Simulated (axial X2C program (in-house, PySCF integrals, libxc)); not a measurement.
# YCl: from the state search to constants

Aim: find the lowest determinant of YCl, scan the bond at several levels and fit the constants, once spin-free and once with spin–orbit coupling.

Computed with an in-house X2C program for linear molecules on PySCF integrals. Level: all-electron X2C, Y dyall-cv3z, Cl dyall-av3z.

All values are calculated.

**1. Input**

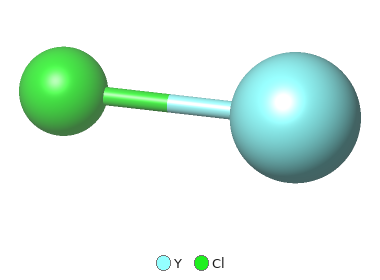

The two atoms at 2.620 Å (yttrium teal, chlorine green).

File task.json:

```json
{"zs": [39, 17], "q": 0, "bas": ["dyall-cv3z", "dyall-av3z"], "levels": ["PBE0", "HF", "BLYP"], "cc": true, "r0": 2.62, "thr": -1.0, "nmax": 90, "npts": 10, "nst": 2, "ntry": 6}
```

Keys: zs atomic numbers; q charge; bas basis sets; levels methods (HF also brings MP2); cc coupled cluster on or off; r0 starting distance in Å; thr threshold in hartree for freezing inner shells (an s shell follows its p shell); nmax most natural virtual spinors; npts points asked for on the curve; nst determinants followed; ntry starts of the search.

Command:

```bash
> python so2c.py task.json out
```

Spin-free means the one-electron spin-free X2C Hamiltonian; two-component (2c) means X2C with spin–orbit coupling and atomic mean-field two-electron Coulomb and Gaunt terms. Basis: Y dyall-cv3z contracted to [11s12p9d6f3g], Cl dyall-av3z contracted to [9s8p3d2f]; Gaussian nuclei, density fitting. Masses: Y 88.906 u, Cl 34.969 u.

Notation: σ, π±, δ± give the projection m of an orbital's angular momentum (0, ±1, ±2), α and β its spin, Λ and M_S the sums; ω is the projection of a spinor's total angular momentum and Ω the sum. Logs are in hartree.

The results follow Hamiltonian by Hamiltonian and level by level.

**2. Which state to follow**

PBE0 moves the distance from 2.620 Å to 2.385 Å and compares determinants there.

Spin-free determinants:

```csv
ΔE (eV),state,open shells
0.00,"M_S = 0, Λ = 0",closed shell
0.52,"M_S = 1, Λ = 2","beyond closed shells: σα, δ+α"
0.80,"M_S = 1, Λ = 1","beyond closed shells: σα, π+α"
0.97,"M_S = 0, Λ = 2","beyond closed shells: σα, δ+β"
1.20,"M_S = 0, Λ = 1","beyond closed shells: σα, π+β"
```

Two-component determinants:

| ΔE (eV) | state | open shells |
| --- | --- | --- |
| 0.00 | Ω = 0 | closed shell |
| 0.49 | Ω = 1 | excess of +ω over −ω: ω = -1/2, ω = 3/2 |
| 0.54 | Ω = 3 | excess of +ω over −ω: ω = 1/2, ω = 5/2 |
| 0.82 | Ω = 2 | excess of +ω over −ω: ω = 1/2, ω = 3/2 |
| 0.99 | Ω = 2 | excess of +ω over −ω: ω = -1/2, ω = 5/2 |
| 1.17 | Ω = 1 | excess of +ω over −ω: 2 × ω = 1/2 |
| 2.22 | Ω = 1 | excess of +ω over −ω: ω = -3/2, ω = 5/2 |

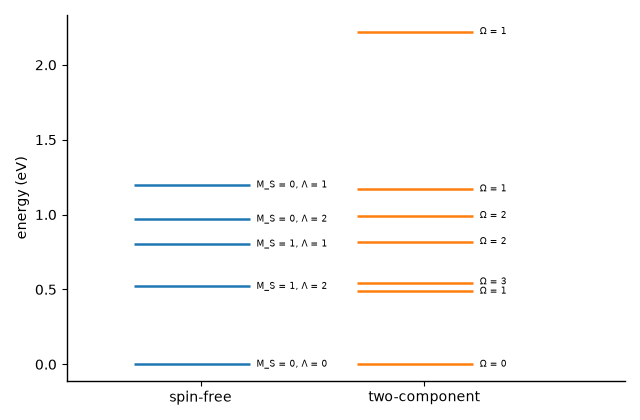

The determinants found, each set from its own lowest.

**3. PBE0, spin-free**

State followed: M_S = 0, Λ = 0 (closed shell). The scan is laid around 2.385 Å, a first estimate of the minimum, and this SCF restarts from the orbitals of the search.

The SCF at the reference distance of 2.385 Å:

```text
spin-free X2C-1e  PBE0
basis functions 223  fitting functions 1044  grid points 5082
iter        total energy     max residual
   1      -3846.267840256     1.53e-05
   2      -3846.267840257     1.89e-05
converged
one-electron -5606.17926839  Coulomb 1751.17818422  exact exchange -34.02441448  xc functional -104.34694993  nuclear repulsion 147.10460832
```

Along the bond, energies from the lowest point:

| R (Å) | E (eV) | μ (D) | HOMO (eV) | LUMO (eV) | iterations |
| --- | --- | --- | --- | --- | --- |
| 2.075 | 0.9398 | -1.32 | -4.50 | -1.60 | 12 |
| 2.170 | 0.3833 | -1.62 | -4.60 | -1.77 | 12 |
| 2.242 | 0.1484 | -1.89 | -4.68 | -1.89 | 12 |
| 2.313 | 0.0297 | -2.18 | -4.76 | -2.02 | 12 |
| 2.385 | 0.0000 | -2.50 | -4.85 | -2.14 | 2 |
| 2.469 | 0.0489 | -2.90 | -4.94 | -2.29 | 12 |
| 2.552 | 0.1624 | -3.33 | -5.04 | -2.43 | 12 |
| 2.659 | 0.3716 | -3.91 | -5.16 | -2.60 | 12 |
| 2.790 | 0.6832 | -4.64 | -5.31 | -2.81 | 12 |
| 2.981 | 1.1801 | -5.74 | -5.52 | -3.08 | 13 |

Dipoles are positive if Cl is the positive end.

Outer orbitals at the reference distance:

```
symmetry  occupied  ε (eV)           atomic character
      σα       yes  -31.33                    95% Y p
     π+α       yes  -31.23                    99% Y p
     π-α       yes  -31.23                    99% Y p
      σα       yes  -22.15   74% Cl s, 8% Y d, 7% Y p
      σα       yes   -9.98  80% Cl p, 10% Y d, 3% Y s
     π+α       yes   -9.30   80% Cl p, 9% Y d, 5% Y f
     π-α       yes   -9.30   80% Cl p, 9% Y d, 5% Y f
      σα       yes   -4.85  65% Y s, 15% Y d, 7% Cl p
     δ-α        no   -2.14                    98% Y d
     δ+α        no   -2.14                    98% Y d
     π-α        no   -1.91  68% Y d, 25% Y p, 3% Cl p
     π+α        no   -1.91  68% Y d, 25% Y p, 3% Cl p
```

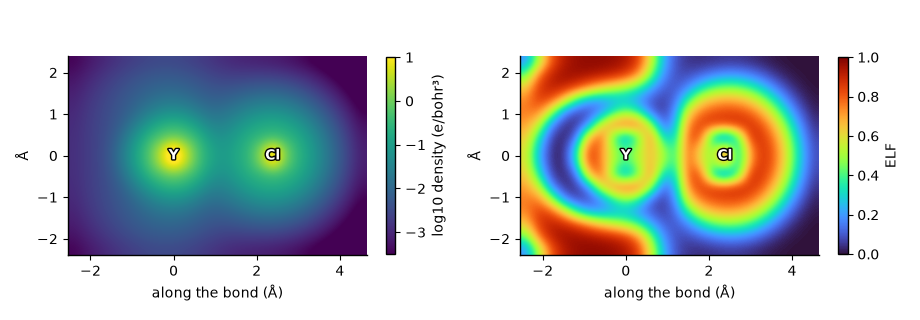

PBE0 fields in a plane through the axis, from a grid of 0.3 Å; Y lies at z = 0 and Cl at z = 2.385 Å; the ELF is damped to zero where the density is low.

Re = 2.378 Å, ωe = 382 cm⁻¹, ωexe = 1.14 cm⁻¹, Be = 0.1188 cm⁻¹, De = 5.23 eV, μ = -2.47 D.

**4. HF, spin-free**

Output at 2.385 Å:

```text
spin-free X2C-1e  HF
basis functions 223  fitting functions 1044  grid points 5082
iter        total energy     max residual
   1      -3843.994133759     2.79e-01
   2      -3844.018552162     3.76e-03
   3      -3844.019415608     1.30e-03
   4      -3844.019593230     7.05e-04
   5      -3844.019652511     5.42e-04
   6      -3844.019691100     2.73e-04
   7      -3844.019703966     8.56e-05
   8      -3844.019705762     2.06e-05
   9      -3844.019705833     4.84e-06
  10      -3844.019705837     7.94e-07
  11      -3844.019705837     1.04e-07
converged
one-electron -5604.45451674  Coulomb 1749.48863670  exact exchange -136.15843411  xc functional 0.00000000  nuclear repulsion 147.10460832
```

Re = 2.449 Å, ωe = 359 cm⁻¹, ωexe = 1.07 cm⁻¹, Be = 0.112 cm⁻¹, De = 4.22 eV, μ = -2.70 D.

**5. BLYP, spin-free**

Output at 2.385 Å:

```text
spin-free X2C-1e  BLYP
basis functions 223  fitting functions 1044  grid points 5082
iter        total energy     max residual
   1      -3846.851328520     1.17e-01
   2      -3846.857083953     4.20e-03
   3      -3846.853565986     1.12e-02
   4      -3846.858087574     5.81e-04
   5      -3846.858108353     5.19e-04
   6      -3846.858110324     1.87e-04
   7      -3846.858111409     2.02e-05
   8      -3846.858111436     3.34e-06
   9      -3846.858111436     8.76e-07
converged
one-electron -5606.45837183  Coulomb 1751.44815912  exact exchange 0.00000000  xc functional -138.95250705  nuclear repulsion 147.10460832
```

Re = 2.407 Å, ωe = 363 cm⁻¹, ωexe = 1.16 cm⁻¹, Be = 0.1159 cm⁻¹, De = 5.11 eV, μ = -2.53 D.

**6. Correlated methods, spin-free**

Correlated methods: 10 electrons correlated (frozen shells, counted by type: Y 4 s, 3 p, 1 d; Cl 2 s, 1 p), 308 virtual spinors in MP2, 88 natural virtuals in coupled cluster.

Output of the correlated part at 2.385 Å:

```text
correlated 10  virtual 308  natural virtual 88  E(MP2) -0.244144712  MP2 remainder -0.010168605
iter   CCSD correlation   residual
   1     -0.249767495   1.41e-01
   2     -0.257484275   6.20e-02
   3     -0.258409792   2.62e-02
   4     -0.258236073   1.11e-02
   5     -0.258280926   4.46e-03
   6     -0.258296744   2.00e-03
   7     -0.258301956   8.48e-04
   8     -0.258308635   3.60e-04
   9     -0.258304978   1.27e-04
  10     -0.258304474   5.36e-05
  11     -0.258304037   2.52e-05
  12     -0.258304136   1.23e-05
  13     -0.258304169   5.32e-06
  14     -0.258304197   2.23e-06
  15     -0.258304199   1.17e-06
(T) -0.010772641  T1 0.0156  D1 0.0199  max T2 0.165
```

T1 in the output is the amplitude norm over the root of the electron number; divide by √2 for the Lee–Taylor value.

MP2: Re = 2.432 Å, ωe = 364 cm⁻¹, Be = 0.1136 cm⁻¹, De = 5.51 eV.

CCSD: Re = 2.441 Å, ωe = 363 cm⁻¹, ωexe = 0.942 cm⁻¹, Be = 0.1127 cm⁻¹, De = 5.28 eV. T1 at Re = 0.011 (Lee–Taylor, the printed value over √2).

CCSD(T): Re = 2.440 Å, ωe = 364 cm⁻¹, ωexe = 0.944 cm⁻¹, Be = 0.1129 cm⁻¹, De = 5.37 eV. T1 at Re = 0.011 (Lee–Taylor, the printed value over √2).

**7. A higher determinant, spin-free**

State: M_S = 1, Λ = 2 (beyond closed shells: σα, δ+α).

Output at the reference distance:

```text
spin-free X2C-1e  PBE0
basis functions 223  fitting functions 1044  grid points 5082
iter        total energy     max residual
   1      -3846.248738901     5.38e-06
   2      -3846.248738904     3.98e-06
   3      -3846.248738905     2.00e-06
converged
one-electron -5609.33185265  Coulomb 1754.47375621  exact exchange -34.05803527  xc functional -104.43721552  nuclear repulsion 147.10460832
```

| R (Å) | E above the lowest PBE0 point (eV) |
| --- | --- |
| 2.075 | 1.694 |
| 2.170 | 1.062 |
| 2.242 | 0.772 |
| 2.313 | 0.600 |
| 2.385 | 0.520 |
| 2.469 | 0.513 |
| 2.552 | 0.575 |
| 2.659 | 0.723 |
| 2.790 | 0.968 |

Re = 2.433 Å, ωe = 349 cm⁻¹, ωexe = 1.1 cm⁻¹, Be = 0.1135 cm⁻¹, μ = -4.26 D. Te = 0.51 eV.

**8. The spin-free curves together**

Energy (eV) of the followed determinant, spin-free, from each level's lowest point:

| R (Å) | PBE0 | HF | MP2 | CCSD | CCSD(T) | BLYP |
| --- | --- | --- | --- | --- | --- | --- |
| 2.075 | 0.940 | 1.395 | 1.262 | n/a | n/a | 1.070 |
| 2.170 | 0.383 | 0.674 | 0.588 | 0.635 | 0.625 | 0.470 |
| 2.242 | 0.148 | 0.336 | 0.277 | 0.310 | 0.303 | 0.205 |
| 2.313 | 0.030 | 0.130 | 0.093 | 0.113 | 0.109 | 0.058 |
| 2.385 | 0.000 | 0.025 | 0.007 | 0.017 | 0.014 | 0.000 |
| 2.469 | 0.049 | 0.000 | 0.000 | 0.000 | 0.000 | 0.018 |
| 2.552 | 0.162 | 0.053 | 0.068 | 0.061 | 0.062 | 0.102 |
| 2.659 | 0.372 | 0.200 | 0.230 | 0.218 | 0.221 | 0.276 |
| 2.790 | 0.683 | 0.454 | 0.499 | n/a | n/a | 0.546 |
| 2.981 | 1.180 | 0.894 | 0.955 | n/a | n/a | 0.988 |

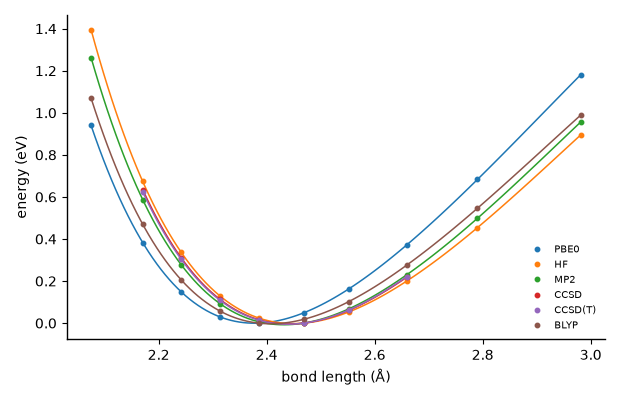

Curves of the followed state, spin-free, each from its own lowest point.

**9. PBE0, 2c**

State followed: Ω = 0 (closed shell). The scan is laid around 2.385 Å, a first estimate of the minimum, and this SCF restarts from the orbitals of the search.

Output at 2.385 Å:

```text
two-component X2C + atomic mean field  PBE0
basis functions 223  fitting functions 1044  grid points 5082
iter        total energy     max residual
   1      -3844.914075030     1.41e-05
   2      -3844.914075051     1.68e-05
   3      -3844.914075059     3.89e-06
   4      -3844.914075064     2.09e-06
   5      -3844.914075066     3.05e-07
converged
one-electron -5602.61391374  Coulomb 1750.44533207  exact exchange -34.01025729  xc functional -104.30390303  nuclear repulsion 147.10460832  atomic mean-field constant -1.53594140
```

Along the bond, energies from the lowest point:

| R (Å) | E (eV) | μ (D) | HOMO (eV) | LUMO (eV) | iterations |
| --- | --- | --- | --- | --- | --- |
| 2.075 | 0.9390 | -1.32 | -4.50 | -1.62 | 14 |
| 2.170 | 0.3828 | -1.62 | -4.60 | -1.79 | 13 |
| 2.242 | 0.1481 | -1.89 | -4.68 | -1.92 | 13 |
| 2.313 | 0.0296 | -2.18 | -4.76 | -2.05 | 13 |
| 2.385 | 0.0000 | -2.51 | -4.84 | -2.18 | 5 |
| 2.469 | 0.0490 | -2.91 | -4.94 | -2.32 | 14 |
| 2.552 | 0.1627 | -3.33 | -5.04 | -2.46 | 14 |
| 2.659 | 0.3721 | -3.91 | -5.16 | -2.64 | 14 |
| 2.790 | 0.6839 | -4.64 | -5.31 | -2.84 | 14 |
| 2.981 | 1.1809 | -5.74 | -5.52 | -3.12 | 15 |

Dipoles are positive if Cl is the positive end.

Outer spinors at the reference distance:

```
  ω  occupied  ε (eV)           atomic character     λ mixture
1/2       yes  -32.20                    98% Y p  63% π, 37% σ
1/2       yes  -30.80                    96% Y p  63% σ, 37% π
3/2       yes  -30.72                    99% Y p        100% π
1/2       yes  -22.15   74% Cl s, 8% Y d, 7% Y p        100% σ
1/2       yes   -9.98  80% Cl p, 10% Y d, 3% Y s        100% σ
1/2       yes   -9.33   80% Cl p, 9% Y d, 5% Y f        100% π
3/2       yes   -9.26   80% Cl p, 9% Y d, 5% Y f        100% π
1/2       yes   -4.84  65% Y s, 16% Y d, 7% Cl p        100% σ
3/2        no   -2.18                    98% Y d   99% δ, 1% π
5/2        no   -2.12                    98% Y d        100% δ
1/2        no   -1.94  67% Y d, 26% Y p, 3% Cl p   95% π, 5% σ
3/2        no   -1.89  68% Y d, 25% Y p, 3% Cl p   99% π, 1% δ
```

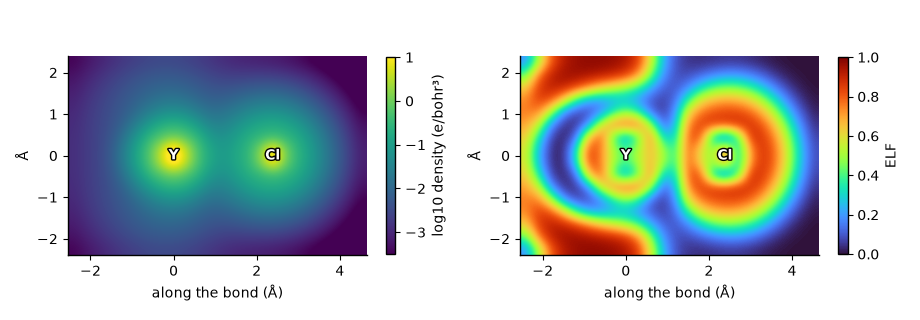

PBE0 fields in a plane through the axis, from a grid of 0.3 Å; Y lies at z = 0 and Cl at z = 2.385 Å; the ELF is damped to zero where the density is low.

Re = 2.377 Å, ωe = 382 cm⁻¹, ωexe = 1.15 cm⁻¹, Be = 0.1188 cm⁻¹, De = 5.22 eV, μ = -2.47 D.

**10. HF, 2c**

The SCF at the reference distance of 2.385 Å:

```text
two-component X2C + atomic mean field  HF
basis functions 223  fitting functions 1044  grid points 5082
iter        total energy     max residual
   1      -3842.640943895     2.79e-01
   2      -3842.665358674     3.78e-03
   3      -3842.666225153     1.31e-03
   4      -3842.666404075     7.07e-04
   5      -3842.666464112     5.44e-04
   6      -3842.666503518     2.74e-04
   7      -3842.666516911     8.56e-05
   8      -3842.666518914     2.04e-05
   9      -3842.666519049     1.42e-05
  10      -3842.666519096     1.05e-05
  11      -3842.666519124     7.01e-06
  12      -3842.666519147     1.23e-06
  13      -3842.666519147     1.15e-07
converged
one-electron -5600.88599274  Coulomb 1748.75249209  exact exchange -136.10168541  xc functional 0.00000000  nuclear repulsion 147.10460832  atomic mean-field constant -1.53594140
```

Re = 2.449 Å, ωe = 359 cm⁻¹, ωexe = 1.07 cm⁻¹, Be = 0.112 cm⁻¹, De = 4.31 eV, μ = -2.70 D.

**11. BLYP, 2c**

Output at 2.385 Å:

```text
two-component X2C + atomic mean field  BLYP
basis functions 223  fitting functions 1044  grid points 5082
iter        total energy     max residual
   1      -3845.496992489     1.18e-01
   2      -3845.502728717     4.23e-03
   3      -3845.499129816     1.14e-02
   4      -3845.503750788     5.98e-04
   5      -3845.503772290     5.30e-04
   6      -3845.503774289     1.87e-04
   7      -3845.503775414     2.03e-05
   8      -3845.503775442     3.34e-06
   9      -3845.503775442     8.87e-07
converged
one-electron -5602.89172206  Coulomb 1750.71390715  exact exchange 0.00000000  xc functional -138.89462746  nuclear repulsion 147.10460832  atomic mean-field constant -1.53594140
```

Re = 2.407 Å, ωe = 363 cm⁻¹, ωexe = 1.16 cm⁻¹, Be = 0.1159 cm⁻¹, De = 5.10 eV, μ = -2.53 D.

**12. MP2 and beyond, 2c**

Correlated methods: 10 electrons correlated (frozen shells, counted by type: Y 4 s, 3 p, 1 d; Cl 2 s, 1 p), 308 virtual spinors in MP2, 88 natural virtuals in coupled cluster.

Output of the correlated part at 2.385 Å:

```text
correlated 10  virtual 308  natural virtual 88  E(MP2) -0.244172090  MP2 remainder -0.010162379
iter   CCSD correlation   residual
   1     -0.249798789   1.41e-01
   2     -0.257515217   6.20e-02
   3     -0.258441633   2.62e-02
   4     -0.258267833   1.11e-02
   5     -0.258312862   4.48e-03
   6     -0.258328795   2.00e-03
   7     -0.258334031   8.52e-04
   8     -0.258340738   3.61e-04
   9     -0.258337063   1.28e-04
  10     -0.258336561   5.39e-05
  11     -0.258336122   2.54e-05
  12     -0.258336223   1.24e-05
  13     -0.258336255   5.35e-06
  14     -0.258336284   2.25e-06
  15     -0.258336285   1.18e-06
(T) -0.010780823  T1 0.0156  D1 0.0200  max T2 0.166
```

MP2: Re = 2.432 Å, ωe = 364 cm⁻¹, Be = 0.1136 cm⁻¹, De = 5.45 eV.

CCSD: Re = 2.442 Å, ωe = 362 cm⁻¹, ωexe = 0.97 cm⁻¹, Be = 0.1127 cm⁻¹, De = 5.24 eV. T1 at Re = 0.011 (Lee–Taylor, the printed value over √2).

CCSD(T): Re = 2.440 Å, ωe = 362 cm⁻¹, ωexe = 0.92 cm⁻¹, Be = 0.1128 cm⁻¹, De = 5.31 eV. T1 at Re = 0.011 (Lee–Taylor, the printed value over √2).

**13. A higher determinant, 2c**

State: Ω = 1 (excess of +ω over −ω: ω = -1/2, ω = 3/2).

Output at the reference distance:

```text
two-component X2C + atomic mean field  PBE0
basis functions 223  fitting functions 1044  grid points 5082
iter        total energy     max residual
   1      -3844.896136628     8.05e-06
   2      -3844.896136632     5.44e-06
   3      -3844.896136633     4.59e-06
converged
one-electron -5605.79644110  Coulomb 1753.77052076  exact exchange -34.04401665  xc functional -104.39486656  nuclear repulsion 147.10460832  atomic mean-field constant -1.53594140
```

| R (Å) | E above the lowest PBE0 point (eV) |
| --- | --- |
| 2.075 | 1.664 |
| 2.170 | 1.031 |
| 2.242 | 0.741 |
| 2.313 | 0.569 |
| 2.385 | 0.488 |
| 2.469 | 0.481 |
| 2.552 | 0.542 |
| 2.659 | 0.690 |
| 2.790 | 0.935 |

Re = 2.433 Å, ωe = 349 cm⁻¹, ωexe = 1.1 cm⁻¹, Be = 0.1135 cm⁻¹, μ = -4.26 D. Te = 0.47 eV.

**14. The 2c curves together**

Energy (eV) of the followed determinant, 2c, from each level's lowest point:

| R (Å) | PBE0 | HF | MP2 | CCSD | CCSD(T) | BLYP |
| --- | --- | --- | --- | --- | --- | --- |
| 2.075 | 0.939 | 1.395 | 1.262 | n/a | n/a | 1.069 |
| 2.170 | 0.383 | 0.674 | 0.587 | 0.635 | 0.625 | 0.470 |
| 2.242 | 0.148 | 0.336 | 0.277 | 0.310 | 0.303 | 0.205 |
| 2.313 | 0.030 | 0.129 | 0.093 | 0.113 | 0.109 | 0.057 |
| 2.385 | 0.000 | 0.024 | 0.007 | 0.017 | 0.015 | 0.000 |
| 2.469 | 0.049 | 0.000 | 0.000 | 0.000 | 0.000 | 0.018 |
| 2.552 | 0.163 | 0.053 | 0.068 | 0.060 | 0.061 | 0.102 |
| 2.659 | 0.372 | 0.200 | 0.230 | 0.215 | 0.218 | 0.276 |
| 2.790 | 0.684 | 0.454 | 0.499 | n/a | n/a | 0.547 |
| 2.981 | 1.181 | 0.894 | 0.956 | n/a | n/a | 0.989 |

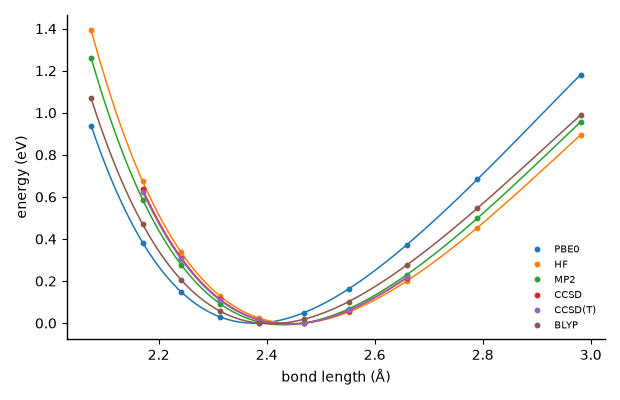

Curves of the followed state, 2c, each from its own lowest point.

The whole job took 3.5 min on 1 thread of Arm Neoverse N1, shared host.

**15. Constants**

Lowest determinant that the search found at its distance, spin-free: M_S = 0, Λ = 0 (closed shell).

Lowest determinant that the search found at its distance, 2c: Ω = 0 (closed shell).

```csv
Hamiltonian,level,Re (Å),ωe (cm⁻¹),De (eV),μ (D)
spin-free,PBE0,2.378,382,5.23,-2.47
spin-free,HF,2.449,359,4.22,-2.70
spin-free,MP2,2.432,364,5.51,n/a
spin-free,CCSD,2.441,363,5.28,n/a
spin-free,CCSD(T),2.440,364,5.37,n/a
spin-free,BLYP,2.407,363,5.11,-2.53
2c,PBE0,2.377,382,5.22,-2.47
2c,HF,2.449,359,4.31,-2.70
2c,MP2,2.432,364,5.45,n/a
2c,CCSD,2.442,362,5.24,n/a
2c,CCSD(T),2.440,362,5.31,n/a
2c,BLYP,2.407,363,5.10,-2.53
```

Dipoles are positive if Cl is the positive end.

Time per point (s) on 1 thread of Arm Neoverse N1, shared host (2c runs; CCSD comes with the CCSD(T) run); the times are rough: PBE0 0.91, HF 0.65, MP2 1.1, CCSD(T) 5.6, BLYP 0.5.

At CCSD(T), going from spin-free to two-component changes Re by 0 mÅ, ωe by -0.5 %; the spin-free picture holds up (part of it comes from the scalar share of the two-electron terms). De moves by -0.06 eV; both De rest on single-determinant atoms, which can miss part of an open shell's spin–orbit lowering.

De refers to Y + Cl, each in the lowest determinant found, which need not be this curve's own limit. The state is a single determinant with fixed occupations, the lowest that a limited PBE0 search found. The closed shell is kept restricted; where the fragments are open shells, the energy then runs too high at long range. Dissociation energies refer to the lowest single-determinant-based atoms at the same level and basis. CCSD and (T) use frozen natural virtuals with an MP2 correction for the truncation. With the outer-core shells frozen, correlated bond lengths of heavy atoms tend to come out a few hundredths of an ångström too long.
